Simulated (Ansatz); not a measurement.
**CH7AlSi (SMILES [CH3][AlH][SiH3]) at wB97X/cc-pVDZ**

Aim: the energy change on altering one bond length of CH7AlSi at wB97X/cc-pVDZ, from 2 runs. 

Program for the calculation: Ansatz 0.2.0.

68 further runs of the same task are left out: 68 set aside as unsound or not needed.

### 1 Starting point

CH7AlSi has 10 atoms, charge 0, and is taken as a singlet. As SMILES, `[CH3][AlH][SiH3]`. The coordinates come from a PBE0-D4/def2-TZVP relaxation.

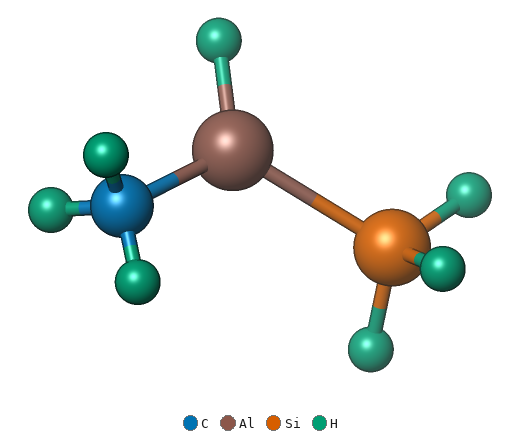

Viewed from a chosen angle; carbon blue, aluminium brown, silicon orange, hydrogen teal.

### 2 A single-point energy at wB97X/cc-pVDZ

molecule.yaml reads:

```yaml
crystal:
  periodic: [false, false, false]
  atoms:
    - symbol: C
      position_ang: [-1.428400, 0.967200, -0.792400]
    - symbol: Al
      position_ang: [0.409100, 0.309500, -0.720900]
    - symbol: Si
      position_ang: [1.161700, -1.107300, 1.145400]
    - symbol: H
      position_ang: [-1.909200, 0.659300, -1.727500]
    - symbol: H
      position_ang: [-2.050600, 0.624100, 0.036600]
    - symbol: H
      position_ang: [-1.438000, 2.063000, -0.790400]
    - symbol: H
      position_ang: [1.416900, 0.709200, -1.887700]
    - symbol: H
      position_ang: [0.334900, -2.347600, 1.241000]
    - symbol: H
      position_ang: [1.000200, -0.395000, 2.448500]
    - symbol: H
      position_ang: [2.586600, -1.533600, 1.050400]
basis:
  gaussian: {orbitals: cc-pVDZ}
hamiltonian: {xc: {name: wB97X}}
accuracy: high
output: {orbitals: {seedname: orbitals}}
```

The run is started by

```console
$ ansatz run molecule.yaml --threads 1 --pin off --max-ram 3480MiB --events-out events.jsonl --progress --plain --runs-dir runs
```

Log:

```text
Warning: RAYON_NUM_THREADS=1 ignored (pool sized by the plan → 1); use --threads N
Functional definition: wB97X
  name "wB97X"
  parameter omega = 0.3/bohr
  parameter cx = 0.157706
  parameter cx1 = 0.726479
  parameter cx2 = 1.04760
  parameter cx3 = -5.70635
  parameter cx4 = 13.2794
  parameter css1 = -4.33879
  parameter css2 = 18.2308
  parameter css3 = -31.7430
  parameter css4 = 17.2901
  parameter cos1 = 2.37031
  parameter cos2 = -11.3995
  parameter cos3 = 6.58405
  parameter cos4 = -3.78132
  exchange = spin_sum(e_x_unif_sr(omega)*poly(b97_u_x, 1 - cx, cx1, cx2, cx3, cx4)) + cx*exact_x_sr(omega)
      + exact_x_lr(omega)
  correlation = spin_sum(e_c_pw_same_spin*poly(b97_u_same, 1, css1, css2, css3, css4))
      + integral(e_c_pw_opposite_spin*poly(b97_u_opposite, 1, cos1, cos2, cos3, cos4))
2025 factors; integrals over basis functions are off by at most 3.9e-9 eV
443 factors; integrals over basis functions are off by at most 2.4e-9 eV
mean field evaluation 1: about -15621.9218 eV, gradient 3.1e1 eV
mean field evaluation 2: about -15623.1949 eV, gradient 2.2e1 eV
mean field evaluation 4: about -15624.4836 eV, gradient 2.7e-1 eV
mean field evaluation 8: about -15624.5622 eV, gradient 1.7e-2 eV
mean field evaluation 16: about -15624.5622 eV, gradient 2.4e-6 eV
mean field -15624.56220990 eV, -574.1920705052 hartree, gradient 3.5e-8 eV, S^2 0.000000; 0 other end points of the search recorded, 0 dependent functions left out
reference -15624.56220608 eV, -574.1920703650 hartree; 20, 20 occupied and 65, 65 virtual orbitals, 2025 factors
Total energy: -15624.56220608 eV, -574.1920703650 hartree
```

Run time: 32 s. Hardware: 1 thread of Arm Neoverse V1, shared host; peak memory 0.53 GiB.

### 3 The distorted shape at the same level

in.yaml reads:

```yaml
crystal:
  periodic: [false, false, false]
  atoms:
    - {symbol: C, position_ang: [-1.379947, 0.753499, -1.183350]}
    - {symbol: Al, position_ang: [0.457553, 0.095799, -1.111850]}
    - {symbol: Si, position_ang: [1.210153, -1.321001, 0.754450]}
    - {symbol: H, position_ang: [-1.860747, 0.445599, -2.118450]}
    - {symbol: H, position_ang: [-2.002147, 0.410399, -0.354350]}
    - {symbol: H, position_ang: [-1.389547, 1.849299, -1.181350]}
    - {symbol: H, position_ang: [1.465353, 0.495499, -2.278650]}
    - {symbol: H, position_ang: [0.383353, -2.561301, 0.850050]}
    - {symbol: H, position_ang: [1.000200, -0.395000, 2.448500]}
    - {symbol: H, position_ang: [2.635053, -1.747301, 0.659450]}
basis:
  gaussian: {orbitals: cc-pVDZ}
accuracy: high
output: {orbitals: {seedname: orbitals}}
hamiltonian: {xc: {name: wB97X}}
magnetization: {spin_polarized: false, initial_magnetization: 0}
```

The run is started by

```console
$ ansatz run in.yaml --threads 1 --pin off --max-ram 3480MiB --events-out events.jsonl --progress --plain --runs-dir runs
```

Log:

```text
Warning: RAYON_NUM_THREADS=1 ignored (pool sized by the plan → 1); use --threads N
[... 17 set-up lines as earlier in the session ...]
      + exact_x_lr(omega)
[... 1 set-up line as earlier in the session ...]
      + integral(e_c_pw_opposite_spin*poly(b97_u_opposite, 1, cos1, cos2, cos3, cos4))
2011 factors; integrals over basis functions are off by at most 4.0e-9 eV
447 factors; integrals over basis functions are off by at most 2.2e-9 eV
mean field evaluation 1: about -15620.9490 eV, gradient 3.2e1 eV
mean field evaluation 2: about -15622.2267 eV, gradient 2.3e1 eV
mean field evaluation 4: about -15623.5340 eV, gradient 2.6e-1 eV
mean field evaluation 8: about -15623.6076 eV, gradient 1.8e-2 eV
mean field evaluation 16: about -15623.6076 eV, gradient 6.6e-6 eV
mean field -15623.60757496 eV, -574.1569883182 hartree, gradient 2.8e-8 eV, S^2 0.000000; 0 other end points of the search recorded, 0 dependent functions left out
reference -15623.60757111 eV, -574.1569881768 hartree; 20, 20 occupied and 65, 65 virtual orbitals, 2011 factors
Total energy: -15623.60757111 eV, -574.1569881768 hartree
```

Wall time 32 s (1 thread of Arm Neoverse V1, shared host); peak memory 0.52 GiB.

### 4 Results

Level: wB97X/cc-pVDZ.

```
                                                          quantity          value
                                         first shape: total energy  -574.19207 Eh
                                          first shape: HOMO energy       -9.55 eV
                                          first shape: LUMO energy        0.22 eV
                                        first shape: HOMO–LUMO gap        9.77 eV
                                     distorted shape: total energy  -574.15699 Eh
                                      distorted shape: HOMO energy       -9.61 eV
                                      distorted shape: LUMO energy        0.00 eV
                                    distorted shape: HOMO–LUMO gap        9.61 eV
energy change with the Si3–H9 bond stretched from 1.494 to 1.942 Å       0.955 eV
```

With the Si3–H9 bond stretched from 1.494 to 1.942 Å the energy rises by 0.95 eV (22.0 kcal/mol). The first shape isn't relaxed at this level, so the change isn't measured from a minimum.
